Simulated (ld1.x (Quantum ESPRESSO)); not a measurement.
**Hafnium: generating and testing a TM potential**

Aim: build the potential from the settings below, then test how well it stands in for the atom: other configurations, scattering, ghost states and the plane-wave cutoff that it needs.

Method: ld1.x (Quantum ESPRESSO) 7.5, PBEsol, scalar-relativistic.

## 1. The atom and the settings

Typed settings, in words:

```json
{
  "element": "hafnium (Hf, Z = 72)",
  "type": "norm-conserving Troullier–Martins (Kleinman–Bylander form)",
  "frozen core": "[Xe] 4f14",
  "valence charge": "4",
  "reference configuration": "5d2 6s2 6p0",
  "partial waves": "6s (bound): rc 2.75 bohr; 6p (bound, empty): rc 3.15 bohr; 5d (bound): rc 2.05 bohr",
  "local potential": "the d channel",
  "core correction": "Bessel-smoothed model core inside 0.95 bohr"
}
```

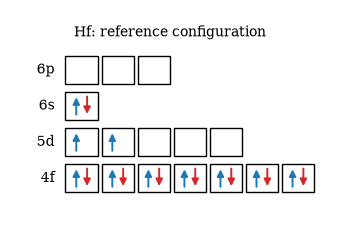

The outer shells as boxes. The arrows follow Hund's rule for the drawing; the calculation itself is spin-unpolarised.

## 2. The generation run

Hf.in

```
 &input
   title='Hf', zed=72., rel=1, dft='PBESOL', iswitch=3,
   config='[Xe] 4f14 5d2 6s2 6p0',
   nld=3, rlderiv=3.40, eminld=-2.0, emaxld=5.0, deld=0.02
 /
 &inputp
   pseudotype=2, tm=.true., lloc=2,
   nlcc=.true., new_core_ps=.true., rcore=0.95,
   file_pseudopw='Hf.UPF', file_wfcaegen='ae.wfc', file_wfcncgen='nc.wfc', file_beta='beta', file_chi='chi'
 /
3
6S  1  0   2.00   0.00  2.75  2.75  0.0
6P  2  1   0.00   0.00  3.15  3.15  0.0
5D  3  2   2.00   0.00  2.05  2.05  0.0
 &test
   configts(1)='5d2 6s2 6p0'
 /
```

Run with:

```console
$ ld1.x < Hf.in > Hf.out
```

The output, Hf.out (without the banner and most projector matrices):

```text
     Program LD1 v.7.5
     --------------------------- All-electron run ----------------------------

     Hf
     scalar relativistic calculation

     atomic number is 72.00
     dft =PBESOL   lsd =0 sic =0 latt =0  beta=0.20 tr2=1.0E-14
     Exchange-correlation= PBESOL
                           (   1   4  10   8   0   0   0)
     mesh =1271 r(mesh) =  99.31870 a.u. xmin = -7.00 dx = 0.01250
     1 Ry =  13.60569312 eV, c = 137.03599908

     n l     nl                  e(Ry)          e(Ha)          e(eV)
     1 0     1S 1( 2.00)     -4796.7939     -2398.3969    -65263.7055
     2 0     2S 1( 2.00)      -820.3622      -410.1811    -11161.5962
     2 1     2P 1( 6.00)      -720.3752      -360.1876     -9801.2035
     3 0     3S 1( 2.00)      -186.9045       -93.4523     -2542.9654
     3 1     3P 1( 6.00)      -157.0399       -78.5200     -2136.6369
     4 0     4S 1( 2.00)       -37.6315       -18.8158      -512.0027
     4 1     4P 1( 6.00)       -27.8339       -13.9169      -378.6989
     3 2     3D 1(10.00)      -121.6905       -60.8453     -1655.6841
     5 0     5S 1( 2.00)        -4.9274        -2.4637       -67.0408
     5 1     5P 1( 6.00)        -2.6158        -1.3079       -35.5894
     4 2     4D 1(10.00)       -15.1783        -7.5891      -206.5111
     4 3     4F 1(14.00)        -1.2392        -0.6196       -16.8599
     5 2     5D 1( 2.00)        -0.1995        -0.0997        -2.7141
     6 0     6S 1( 2.00)        -0.3771        -0.1885        -5.1307
     6 1     6P 1( 0.00)        -0.1007        -0.0503        -1.3700

     final scf error:  6.9E-15 reached in  28 iterations

     Etot =  -30147.327533 Ry,  -15073.663767 Ha, -410175.286894 eV

     Ekin =   33034.001472 Ry,   16517.000736 Ha,  449450.486647 eV
     Encl =  -74387.071457 Ry,  -37193.535729 Ha,-1012087.666563 eV
     Eh   =   11811.775690 Ry,    5905.887845 Ha,  160707.395271 eV
     Exc  =    -606.033237 Ry,    -303.016619 Ha,   -8245.502249 eV

     normalization and overlap integrals

     s(1S/1S) =  1.000000  <r> =   0.0190  <r2> =    0.0005  r(max) =   0.0120
     s(2S/2S) =  1.000000  <r> =   0.0804  <r2> =    0.0076  r(max) =   0.0679
     s(2P/2P) =  1.000000  <r> =   0.0717  <r2> =    0.0063  r(max) =   0.0556
     s(3S/3S) =  1.000000  <r> =   0.2087  <r2> =    0.0498  r(max) =   0.1917
     s(3P/3P) =  1.000000  <r> =   0.2086  <r2> =    0.0504  r(max) =   0.1893
     s(4S/4S) =  1.000000  <r> =   0.4683  <r2> =    0.2477  r(max) =   0.4375
     s(4P/4P) =  1.000000  <r> =   0.4978  <r2> =    0.2820  r(max) =   0.4599
     s(3D/3D) =  1.000000  <r> =   0.1890  <r2> =    0.0419  r(max) =   0.1550
     s(5S/5S) =  1.000000  <r> =   1.1347  <r2> =    1.4492  r(max) =   1.0109
     s(5P/5P) =  1.000000  <r> =   1.3424  <r2> =    2.0513  r(max) =   1.1599
     s(4D/4D) =  1.000000  <r> =   0.5353  <r2> =    0.3325  r(max) =   0.4716
     s(4F/4F) =  1.000000  <r> =   0.6774  <r2> =    0.5955  r(max) =   0.4542
     s(5D/5D) =  1.000000  <r> =   2.5039  <r2> =    7.8670  r(max) =   1.6876
     s(6S/6S) =  1.000000  <r> =   3.4362  <r2> =   13.4643  r(max) =   2.8888
     s(6P/6P) =  1.000000  <r> =   5.0709  <r2> =   30.0624  r(max) =   4.0484

     ------------------------ End of All-electron run ------------------------

     --------------------- Generating NC pseudopotential ---------------------

      Generating local pot.: lloc=2, matching radius rcloc =   2.0500

      Computing core charge for nlcc:

       r > 0.96 : true rho core
      Core charge pseudized with two Bessel functions
      Integrated core pseudo-charge :  27.98

      Wfc   6S  rcut= 2.782  Using Troullier-Martins method

      Wfc   6P  rcut= 3.153  Using Troullier-Martins method

     ------------------- End of pseudopotential generation -------------------

     [... the all-electron block is printed once more ...]


     Computing logarithmic derivative in   3.41987
     Computing logarithmic derivative in   3.41987
     Computing the partial wave expansion
     R is outside the sphere for l=    0 j= 0.00
     R is outside the sphere for l=    1 j= 0.00
       no projector for channel:   2

     ---------------------- Testing the pseudopotential ----------------------

     Hf
     scalar relativistic calculation

     atomic number is 72.00   valence charge is  4.00
     dft =PBESOL   lsd =0 sic =0 latt =0  beta=0.20 tr2=1.0E-14
     mesh =1271 r(mesh) =  99.31870 xmin = -7.00 dx = 0.01250

     n l     nl             e AE (Ry)        e PS (Ry)    De AE-PS (Ry)
     3 2     5D   1( 2.00)       -0.19948       -0.19948       -0.00000
     1 0     6S   1( 2.00)       -0.37710       -0.37710        0.00000
     2 1     6P   1( 0.00)       -0.10069       -0.10069       -0.00000

     eps = 1.8E-16  iter =  6

     Etot =  -30147.327533 Ry,  -15073.663767 Ha, -410175.286894 eV
     Etotps =   -74.043162 Ry,     -37.021581 Ha,   -1007.408535 eV

     Ekin =       5.045532 Ry,       2.522766 Ha,      68.647964 eV
     Encl =     -13.699913 Ry,      -6.849957 Ha,    -186.396816 eV
     Ehrt =       4.871970 Ry,       2.435985 Ha,      66.286534 eV
     Ecxc =     -70.964198 Ry,     -35.482099 Ha,    -965.517106 eV
     (Ecc =     -68.319458 Ry,     -34.159729 Ha,    -929.533586 eV)
     Epseu=       0.703447 Ry,       0.351724 Ha,       9.570889 eV

     ---------------------- End of pseudopotential test ----------------------
```

Run time: 3 s. Hardware: 1 thread of Neoverse-V1, shared host. This counts the later configuration tests of the new file too.

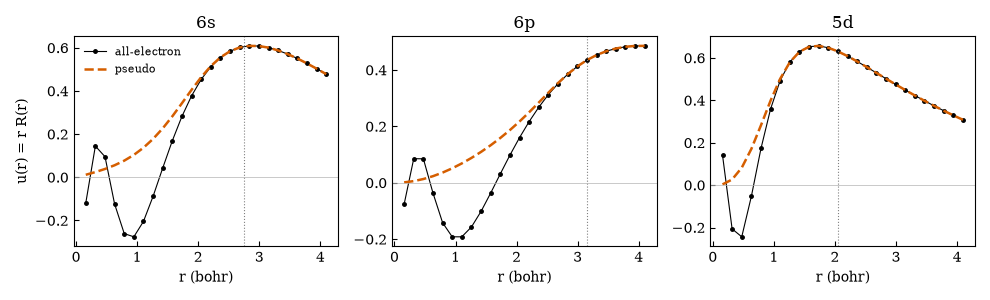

All-electron and pseudo partial waves (6s, 6p, 5d), with the matching radii dotted. The curves join 26 sampled radii, too few to resolve the innermost nodes.

## 3. Transferability test

Hf.test.in

```
 &input
   title='Hf', zed=72., rel=1, dft='PBESOL', iswitch=2,
   config='[Xe] 4f14 5d2 6s2 6p0'
 /
 &test
   file_pseudo='Hf.UPF', nconf=8,
   configts(1)='5d2 6s2 6p0',
   configts(2)='5d2 6s1 6p0',
   configts(3)='5d2 6s0 6p0',
   configts(4)='5d1 6s0 6p0',
   configts(5)='5d2 6s0 6p1',
   configts(6)='5d2 6s1.5 6p0',
   configts(7)='5d1 6s2 6p1',
   configts(8)='5d3 6s0 6p0'
 /
```

Run with:

```console
$ ld1.x < Hf.test.in > Hf.test.out
```

Hf.test.out, the pseudopotential blocks, each with the warnings that came before it:

```text
     ---------------------- Testing the pseudopotential ----------------------

     Hf
     scalar relativistic calculation

     atomic number is 72.00   valence charge is  4.00
     dft =PBESOL   lsd =0 sic =0 latt =0  beta=0.20 tr2=1.0E-14
     mesh =1271 r(mesh) =  99.31870 xmin = -7.00 dx = 0.01250

     n l     nl             e AE (Ry)        e PS (Ry)    De AE-PS (Ry)
     3 2     5D   1( 2.00)       -0.19948       -0.19948       -0.00000
     1 0     6S   1( 2.00)       -0.37710       -0.37710        0.00000
     2 1     6P   1( 0.00)       -0.10069       -0.10069       -0.00000

     eps = 2.8E-16  iter =  6

     Etot =  -30147.327533 Ry,  -15073.663767 Ha, -410175.286894 eV
     Etotps =   -74.043162 Ry,     -37.021581 Ha,   -1007.408535 eV

     Ekin =       5.045532 Ry,       2.522766 Ha,      68.647964 eV
     Encl =     -13.699913 Ry,      -6.849957 Ha,    -186.396816 eV
     Ehrt =       4.871970 Ry,       2.435985 Ha,      66.286533 eV
     Ecxc =     -70.964198 Ry,     -35.482099 Ha,    -965.517106 eV
     (Ecc =     -68.319458 Ry,     -34.159729 Ha,    -929.533586 eV)
     Epseu=       0.703447 Ry,       0.351724 Ha,       9.570889 eV

     ---------------------- End of pseudopotential test ----------------------

     Warning: n=2, l=1 expected 0 nodes, found 1
     ---------------------- Testing the pseudopotential ----------------------

     Hf
     [...]
     n l     nl             e AE (Ry)        e PS (Ry)    De AE-PS (Ry)
     3 2     5D   1( 2.00)       -0.67976       -0.67884       -0.00092
     1 0     6S   1( 1.00)       -0.80898       -0.81012        0.00114
     2 1     6P   1( 0.00)       -0.46543       -0.46543        0.00000

     eps = 9.8E-17  iter =  7

     Etot =  -30146.738930 Ry,  -15073.369465 Ha, -410167.278537 eV
     Etotps =   -73.453863 Ry,     -36.726932 Ha,    -999.390724 eV
     dEtot_ae =       0.588603 Ry
     dEtot_ps =       0.589298 Ry,   Delta E=      -0.000695 Ry

     [...]
     ---------------------- End of pseudopotential test ----------------------

     ---------------------- Testing the pseudopotential ----------------------

     Hf
     [...]
     n l     nl             e AE (Ry)        e PS (Ry)    De AE-PS (Ry)
     3 2     5D   1( 2.00)       -1.22693       -1.22811        0.00118
     1 0     6S   1( 0.00)       -1.27842       -1.28329        0.00486
     2 1     6P   1( 0.00)       -0.87096       -0.87096        0.00000

     eps = 2.8E-16  iter =  7

     Etot =  -30145.698005 Ry,  -15072.849003 Ha, -410153.116035 eV
     Etotps =   -72.409958 Ry,     -36.204979 Ha,    -985.187664 eV
     dEtot_ae =       1.629528 Ry
     dEtot_ps =       1.633204 Ry,   Delta E=      -0.003676 Ry

     [...]
     ---------------------- End of pseudopotential test ----------------------

     Warning: n=1, l=0 expected 0 nodes, found 1
     ---------------------- Testing the pseudopotential ----------------------

     Hf
     [...]
     n l     nl             e AE (Ry)        e PS (Ry)    De AE-PS (Ry)
     3 2     5D   1( 1.00)       -1.99168       -2.02540        0.03372  !
     1 0     6S   1( 0.00)       -1.89303       -2.04712        0.15409  !
     2 1     6P   1( 0.00)       -1.40130       -1.40130        0.00000

     eps = 9.3E-15  iter =  5

     Etot =  -30144.097638 Ry,  -15072.048819 Ha, -410131.341933 eV
     Etotps =   -70.794270 Ry,     -35.397135 Ha,    -963.205117 eV
     dEtot_ae =       3.229895 Ry
     dEtot_ps =       3.248891 Ry,   Delta E=      -0.018996 Ry

     [...]
     ---------------------- End of pseudopotential test ----------------------

     BEWARE! Errors in PS-KS equations
     Warning: n=3, l=2 expected 0 nodes, found 1
     ---------------------- Testing the pseudopotential ----------------------

     Hf
     [...]
     n l     nl             e AE (Ry)        e PS (Ry)    De AE-PS (Ry)
     3 2     5D   1( 2.00)       -0.76367       -1.22811        0.46444  !
     1 0     6S   1( 0.00)       -0.86977       -1.13070        0.26093  !
     2 1     6P   1( 1.00)       -0.52026       -0.63548        0.11521  !

     eps = 9.1E-15  iter = 36

     Etot =  -30146.392382 Ry,  -15073.196191 Ha, -410162.563516 eV
     Etotps =   -73.045434 Ry,     -36.522717 Ha,    -993.833755 eV
     dEtot_ae =       0.935151 Ry
     dEtot_ps =       0.997728 Ry,   Delta E=      -0.062577 Ry

     [...]
     ---------------------- End of pseudopotential test ----------------------

     ---------------------- Testing the pseudopotential ----------------------

     Hf
     [...]
     n l     nl             e AE (Ry)        e PS (Ry)    De AE-PS (Ry)
     3 2     5D   1( 2.00)       -0.42968       -0.42906       -0.00062
     1 0     6S   1( 1.50)       -0.58672       -0.58715        0.00043
     2 1     6P   1( 0.00)       -0.27586       -0.28100        0.00515  !

     eps = 1.6E-16  iter =  7

     Etot =  -30147.087280 Ry,  -15073.543640 Ha, -410172.018079 eV
     Etotps =   -73.802725 Ry,     -36.901363 Ha,   -1004.137233 eV
     dEtot_ae =       0.240253 Ry
     dEtot_ps =       0.240436 Ry,   Delta E=      -0.000183 Ry

     [...]
     ---------------------- End of pseudopotential test ----------------------

     BEWARE! Errors in PS-KS equations
     ---------------------- Testing the pseudopotential ----------------------

     Hf
     [...]
     n l     nl             e AE (Ry)        e PS (Ry)    De AE-PS (Ry)
     3 2     5D   1( 1.00)       -0.36789       -0.80258        0.43469  !
     1 0     6S   1( 2.00)       -0.48357       -0.87517        0.39160  !
     2 1     6P   1( 1.00)       -0.16769       -0.16769        0.00000

     eps = 9.3E-15  iter = 19

     Etot =  -30147.179984 Ry,  -15073.589992 Ha, -410173.279391 eV
     Etotps =   -73.725001 Ry,     -36.862500 Ha,   -1003.079735 eV
     dEtot_ae =       0.147549 Ry
     dEtot_ps =       0.318161 Ry,   Delta E=      -0.170612 Ry

     [...]
     ---------------------- End of pseudopotential test ----------------------

     ---------------------- Testing the pseudopotential ----------------------

     Hf
     [...]
     n l     nl             e AE (Ry)        e PS (Ry)    De AE-PS (Ry)
     3 2     5D   1( 3.00)       -0.58546       -0.58014       -0.00532  !
     1 0     6S   1( 0.00)       -0.74894       -0.75369        0.00475
     2 1     6P   1( 0.00)       -0.42629       -0.43174        0.00545  !

     eps = 1.7E-15  iter = 11

     Etot =  -30146.592117 Ry,  -15073.296059 Ha, -410165.281055 eV
     Etotps =   -73.300230 Ry,     -36.650115 Ha,    -997.300441 eV
     dEtot_ae =       0.735416 Ry
     dEtot_ps =       0.742931 Ry,   Delta E=      -0.007516 Ry

     [...]
     ---------------------- End of pseudopotential test ----------------------
```

2 tests gave no usable energy difference (5d2 6s0 6p1; 5d1 6s2 6p1).

Excitation and ionisation energies from 5d2 6s2 6p0, with the error of the potential. A star marks tests that logged a warning. The frozen-core shift comes from a second all-electron run, not shown, with the core orbitals held at their reference shape; it is that run's ΔE less the relaxed one.

```csv
valence configuration,charge,ΔE all-electron (eV),error AE − PS (meV),frozen-core shift (meV)
5d2 6s1 6p0 *,+1,8.008,-9.5,+5.1
5d2 6s0 6p0,+2,22.171,-50,+32
5d1 6s0 6p0 *,+3,43.945,-258,+351
5d2 6s1.5 6p0,+0.5,3.269,-2.5,+1.4
5d3 6s0 6p0,+1,10.006,-102,+37
```

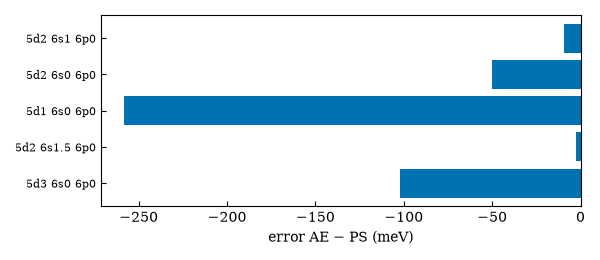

Error of the potential in each test configuration.

## 4. Scattering by logarithmic derivatives

Taken from the files of the generation run. The phase is arctan(r·u′/u) with u = r·R, unwrapped, with energies in Ry. A pole is an energy at which the radial function vanishes at the test radius. The pseudo phase is shifted by a multiple of π to meet the all-electron one at the reference energy. Levels narrower than the energy grid can be missing from the poles. The last column is the largest difference on the grid between −1 and +1 Ry.

| channel | radius (bohr) | reference (Ry) | poles AE | poles PS | window around the reference with phases within 0.05 rad (Ry) | largest difference near zero (rad) |
| --- | --- | --- | --- | --- | --- | --- |
| s | 3.42 | -0.38 | 0.64 | 0.62, 4.31 | below 1.8 | 0.007 |
| p | 3.42 | -0.10 | 1.67 | -0.38, 1.71 | -0.3 to 3.1 | 3.122 |
| d | 3.42 | -0.20 | 0.09, 3.57 | 0.09, 3.53 | the whole range | 0.002 |

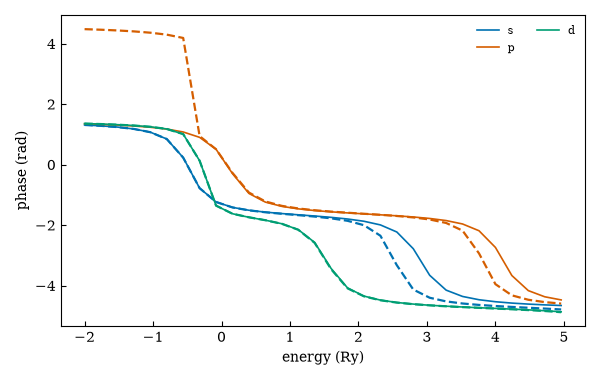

Phases by channel: all-electron solid, pseudo dashed.

## 5. Cutoff and ghost test in a Bessel basis

A separate test, outside the generator: the pseudo-atom's Hamiltonian at the reference potential is diagonalised in spherical Bessel functions j_l(qr) that vanish at 20 bohr, with q² up to the cutoff.

All-electron valence levels (Ry): 6s -0.3771, 6p -0.1007, 5d -0.1995. The lowest levels of each channel (Ry) by cutoff; the last column sums, over occupied levels, occupation times the distance from the level at 400 Ry. A positive value at high cutoff is not a bound level.

| cutoff (Ry) | s #1 | s #2 | p #1 | p #2 | d #1 | f #1 | Σ f·Δε (mRy) |
| --- | --- | --- | --- | --- | --- | --- | --- |
| 8 | -1.9113 | -0.3741 | -0.1006 | 0.0462 | -0.0696 | 0.1039 | 265.7 |
| 10 | -2.3731 | -0.3756 | -0.1006 | 0.0458 | -0.1083 | 0.1039 | 185.4 |
| 12 | -2.6556 | -0.3765 | -0.1007 | -0.0921 | -0.1421 | 0.1039 | 115.9 |
| 15 | -2.8033 | -0.3769 | -0.2843 | -0.1006 | -0.1673 | 0.1039 | 64.7 |
| 18 | -2.8828 | -0.3770 | -0.3386 | -0.1007 | -0.1887 | 0.1039 | 21.7 |
| 21 | -2.8950 | -0.3770 | -0.3644 | -0.1007 | -0.1951 | 0.1039 | 8.9 |
| 25 | -2.8975 | -0.3771 | -0.3794 | -0.1007 | -0.1980 | 0.1039 | 3.1 |
| 30 | -2.8978 | -0.3771 | -0.3832 | -0.1007 | -0.1993 | 0.1039 | 0.4 |
| 35 | -2.8979 | -0.3771 | -0.3835 | -0.1007 | -0.1994 | 0.1039 | 0.1 |
| 40 | -2.8981 | -0.3771 | -0.3836 | -0.1007 | -0.1994 | 0.1039 | 0.1 |
| 400 | -2.8984 | -0.3771 | -0.3839 | -0.1007 | -0.1995 | 0.1039 | 0.0 |

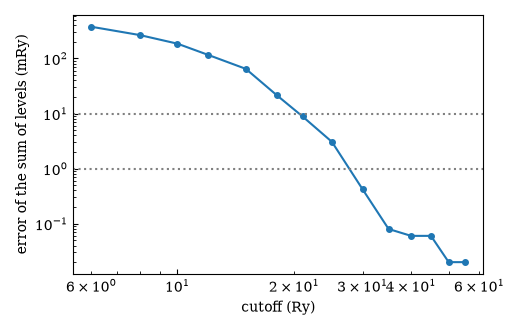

Occupation-weighted error of the valence levels against the cutoff; the dotted lines mark 10 and 1 mRy.

The sum stays within 10 mRy from 21 Ry and within 1 mRy from 30 Ry. The sum leaves out empty levels, which can need more. Ghost test: ghost states, bound below the all-electron valence or empty levels of the same l: s at -39.4 eV, p at -5.2 eV.

## 6. What came out

```
                                                quantity                                                                         value
               cutoffs for 10 and 1 mRy, occupied levels                                                               21 Ry and 30 Ry
                                            bound ghosts                                                 s at -39.44 eV, p at -5.22 eV
                            largest test error (AE − PS)  -258 meV, for 5d1 6s0 6p0 (one of 4 tests with a warning) (2 tests unsolved)
largest phase difference near zero energy, channels read                                                                     3.122 rad
```

What this shows: It has a bound ghost (s, p), a state that the atom doesn't have, and that rules the file out. The worst unpolarised test, 5d1 6s0 6p0, is off by 258 meV on 43.9 eV; by total energies transferability rates as poor. Freezing the core accounts for most of it. Of the tests 2 gave no usable energy difference, which is a warning in itself. The potential is soft on the atom at that tolerance: the looser tolerance needs 21 Ry. The slowest occupied level is 5d: taken alone it needs 30 Ry to come within 1 mRy, against 12 Ry for 6s. Near zero energy the largest phase difference among the channels read is 3.12 rad, in the p channel. A step near π is an extra or missing state, not a misfit of shape. The pseudo curves have a pole with no partner nearby in the atom's: p at -0.38 Ry. These are tests on the free atom; a crystal test is still owed.
